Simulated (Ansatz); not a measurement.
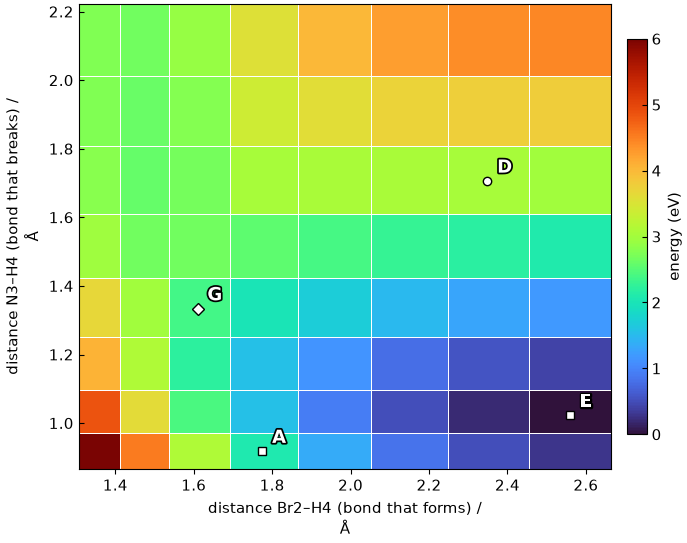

The reacting system BrClH₃NSi (fragments BrClH₃NSi where the first distance is long, ClH₂NSi + BrH where the second is long). Coordinates scanned: (1) distance Br2–H4 (bond that forms); (2) distance N3–H4 (bond that breaks). Relaxed at each point: all other coordinates. Grid: 8 × 8 points. Points are written as (first, second). Energies: eV, counted from the lowest grid point. Energies and slopes of some neighbouring points disagree (a jump in structure or state, or too coarse a mesh). The reference is spin-restricted, so regions where a bond is pulled apart into radicals lie too high. These are results of Ansatz, RKS B3LYP-D4/def2-SVP, not measurements.

Drawn: one coloured cell a grid point, lettered points.

> Rank the lettered points by energy, lowest first.

E (0.00 eV), A (2.07 eV), G (2.38 eV), D (3.03 eV).
